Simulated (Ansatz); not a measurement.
# CAM-B3LYP/6-31G(d) (spherical functions) run of GaSiH7O (SMILES [SiH3][OH+][GaH3-])

Aim: the electronic atomisation energy of GaSiH7O at CAM-B3LYP/6-31G* (spherical functions), from 5 runs. 

The calculation is run with Ansatz 0.2.0.

67 further runs of the same task are left out: 1 that didn't finish, 66 set aside as unsound or not needed.

## (1) Starting point

The species is GaSiH7O (10 atoms), meant as a singlet with charge 0. As SMILES, `[SiH3][OH+][GaH3-]`. The coordinates come from a PBE0-D4/def2-TZVP relaxation.

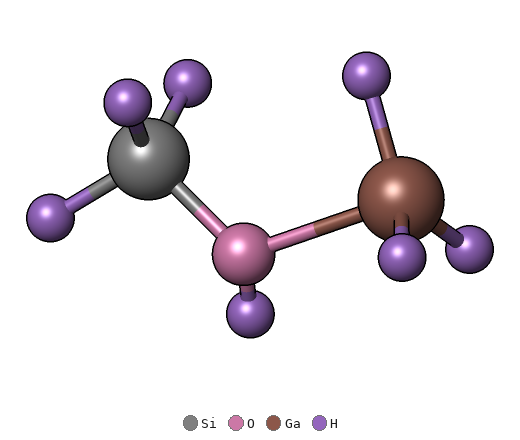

The structure, seen from a chosen angle (silicon grey, oxygen pink, gallium brown, hydrogen purple).

## (2) A single-point energy at CAM-B3LYP/6-31G(d) (spherical functions)

The input, input.yaml:

```yaml
crystal:
  periodic: [false, false, false]
  atoms:
    - {symbol: Si, position_ang: [-0.484700, 0.680100, -1.289300]}
    - {symbol: O, position_ang: [-0.772200, -0.233700, 0.097500]}
    - {symbol: Ga, position_ang: [0.882100, -0.551000, 1.475200]}
    - {symbol: H, position_ang: [-1.767100, 0.740000, -2.035000]}
    - {symbol: H, position_ang: [0.556000, 0.040700, -2.124900]}
    - {symbol: H, position_ang: [-0.069600, 2.013200, -0.814500]}
    - {symbol: H, position_ang: [-1.323900, -1.014800, 0.010100]}
    - {symbol: H, position_ang: [0.306600, 0.146600, 2.760300]}
    - {symbol: H, position_ang: [1.885600, 0.253500, 0.552600]}
    - {symbol: H, position_ang: [0.870300, -2.125600, 1.370900]}
basis:
  gaussian:
    orbitals: 6-31G_st_-spherical.json
total_charge: 0
hamiltonian:
  xc: {name: CAM-B3LYP}
accuracy: high
output: {orbitals: {seedname: orbitals}}
```

The basis set 6-31G* is read from a file made from the Basis Set Exchange's data (not shown).

Run with:

```sh
$ ansatz run input.yaml --threads 1 --pin off --max-ram 3480MiB --events-out events.jsonl --progress --plain --runs-dir runs
```

Log:

```text
Warning: RAYON_NUM_THREADS=1 ignored (pool sized by the plan → 1); use --threads N
Functional definition: CAM-B3LYP
  name "CAM-B3LYP"
  parameter alpha = 0.19
  parameter beta = 0.46
  parameter omega = 0.33/bohr
  parameter ac = 0.81
  exchange = (1 - alpha - beta)*b88_x + beta*b88_x_sr(omega) + alpha*exact_x + beta*exact_x_lr(omega)
  correlation = (1 - ac)*vwn5_c + ac*lyp_c
1782 factors; integrals over basis functions are off by at most 4.7e-9 eV
473 factors; integrals over basis functions are off by at most 2.3e-9 eV
mean field evaluation 1: about -62408.1695 eV, gradient 4.3e1 eV
mean field evaluation 2: about -62406.3543 eV, gradient 5.5e1 eV
mean field evaluation 4: about -62411.1172 eV, gradient 1.4e0 eV
mean field evaluation 8: about -62411.2601 eV, gradient 4.8e-2 eV
mean field evaluation 16: about -62411.2601 eV, gradient 7.9e-6 eV
mean field -62411.26006190 eV, -2293.5715034032 hartree, gradient 5.3e-8 eV, S^2 0.000000; 0 other end points of the search recorded, 0 dependent functions left out
reference -62411.26008507 eV, -2293.5715042549 hartree; 30, 30 occupied and 48, 48 virtual orbitals, 1782 factors
Total energy: -62411.26008507 eV, -2293.5715042549 hartree
```

Run time: 11 s. Hardware: 1 thread of Arm Neoverse V1, shared host; peak memory 0.32 GiB.

## (3) The Ga atom

The input, in.yaml:

```yaml
crystal:
  periodic: [false, false, false]
  atoms:
    - {symbol: Ga, position_ang: [0.000000, 0.000000, 0.000000]}
basis:
  gaussian: {orbitals: 6-31G_st_-spherical.json}
magnetization: {spin_polarized: true, initial_magnetization: 1}
hamiltonian: {xc: {name: CAM-B3LYP}}
accuracy: high
```

The basis set 6-31G* is read from a file made from the Basis Set Exchange's data (not shown).

Run the same way, it converges to -1924.65149 Eh (log not shown).

## (4) The H atom, same level

The input, in.yaml:

```yaml
crystal:
  periodic: [false, false, false]
  atoms:
    - {symbol: H, position_ang: [0.000000, 0.000000, 0.000000]}
basis:
  gaussian: {orbitals: "6-31G*"}
magnetization: {spin_polarized: true, initial_magnetization: 1}
accuracy: high
hamiltonian: {xc: {name: CAM-B3LYP}}
```

Run with:

```sh
$ ansatz run in.yaml --threads 1 --pin off --max-ram 3480MiB --events-out events.jsonl --progress --plain --runs-dir runs
```

Log, shortened:

```text
Warning: RAYON_NUM_THREADS=1 ignored (pool sized by the plan → 1); use --threads N
[... 8 set-up lines as earlier in the session ...]
3 factors; integrals over basis functions are off by at most 5.4e-10 eV
3 factors; integrals over basis functions are off by at most 7.4e-10 eV
mean field evaluation 1: about -13.5153 eV, gradient 6.7e-1 eV
mean field evaluation 2: about -13.5194 eV, gradient 9.5e-2 eV
mean field evaluation 4: about -13.5193 eV, gradient 1.1e-4 eV
mean field evaluation 8: about -13.5193 eV, gradient 2.3e-10 eV
mean field -13.51934691 eV, -0.4968268353 hartree, gradient 1.6e-9 eV, S^2 0.750000; 0 other end points of the search recorded, 0 dependent functions left out
reference -13.51935546 eV, -0.4968271494 hartree; 1, 0 occupied and 1, 2 virtual orbitals, 3 factors
Total energy: -13.51935546 eV, -0.4968271494 hartree
```

Run time: 0.18 s. Hardware: 1 thread of Arm Neoverse V1, shared host.

## (5) The O atom

The input, run.yaml:

```yaml
crystal:
  periodic: [false, false, false]
  atoms:
    - {symbol: O, position_ang: [0.000000, 0.000000, 0.000000]}
basis:
  gaussian: {orbitals: 6-31G_st_-spherical.json}
accuracy: high
magnetization: {spin_polarized: true, initial_magnetization: 2}
hamiltonian: {xc: {name: CAM-B3LYP}}
```

The basis set 6-31G* is read from a file made from the Basis Set Exchange's data (not shown).

Run with:

```sh
$ ansatz run run.yaml --threads 1 --pin off --max-ram 3480MiB --events-out events.jsonl --progress --plain --runs-dir runs
```

Log, shortened:

```text
Warning: RAYON_NUM_THREADS=1 ignored (pool sized by the plan → 1); use --threads N
[... 8 set-up lines as earlier in the session ...]
96 factors; integrals over basis functions are off by at most 1.3e-9 eV
55 factors; integrals over basis functions are off by at most 1.0e-9 eV
mean field evaluation 1: about -2041.7575 eV, gradient 4.5e0 eV
mean field evaluation 2: about -2041.8219 eV, gradient 1.7e0 eV
mean field evaluation 4: about -2041.8339 eV, gradient 2.5e-2 eV
mean field evaluation 8: about -2041.8338 eV, gradient 3.4e-4 eV
mean field -2041.83377017 eV, -75.0360070493 hartree, gradient 6.6e-9 eV, S^2 2.002182; 0 other end points of the search recorded, 0 dependent functions left out
reference -2041.83377537 eV, -75.0360072403 hartree; 5, 3 occupied and 9, 11 virtual orbitals, 96 factors
Total energy: -2041.83377537 eV, -75.0360072403 hartree
```

Run time: 0.4 s. Hardware: 1 thread of Arm Neoverse V1, shared host.

## (6) The Si atom, same level

The input, run.yaml:

```yaml
crystal:
  periodic: [false, false, false]
  atoms:
    - symbol: Si
      position_ang: [0.000000, 0.000000, 0.000000]
basis:
  gaussian:
    orbitals: 6-31G_st_-spherical.json
magnetization:
  spin_polarized: true
  initial_magnetization: 2
hamiltonian:
  xc: {name: CAM-B3LYP}
accuracy: high
```

The basis set 6-31G* is read from a file made from the Basis Set Exchange's data (not shown).

Run the same way, it converges to -289.35440 Eh (log not shown).

## (7) Summary of results

Level: CAM-B3LYP/6-31G* (spherical functions).

| quantity | value |
| --- | --- |
| molecule: total energy | -2293.57150 Eh |
| molecule: HOMO energy | -9.05 eV |
| molecule: LUMO energy | 0.30 eV |
| molecule: HOMO–LUMO gap | 9.36 eV |
| Ga atom: total energy | -1924.65149 Eh |
| Ga atom: ⟨S²⟩ | 0.752 |
| H atom: total energy | -0.49683 Eh |
| H atom: ⟨S²⟩ | 0.750 |
| O atom: total energy | -75.03601 Eh |
| O atom: ⟨S²⟩ | 2.002 |
| Si atom: total energy | -289.35440 Eh |
| Si atom: ⟨S²⟩ | 2.002 |
| electronic atomisation energy | 28.621 eV |

In words: Taking the molecule apart into free atoms costs 28.62 eV (2762 kJ/mol), before zero-point energy and without spin-orbit coupling.
